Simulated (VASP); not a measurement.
Band structure of Li2O (space group Fm-3m). Level of theory: PBE GGA, VASP's PBE PAW potentials (set 64) (plane waves; VASP 6.6.1).

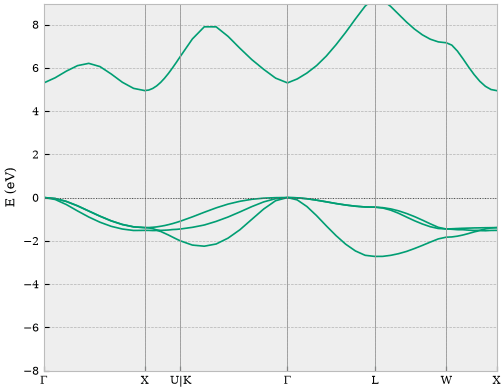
Bands along high-symmetry lines, zero at the valence-band maximum or, without a gap, the Fermi level

Problem. Read the plot: is there a gap, and where are the band edges?

Solution. The gap is indirect, 4.94 eV, from the valence maximum at Γ to the conduction minimum at X.

The structure is a typed Li2O crystal (Fm-3m). The cell was not relaxed at this level.
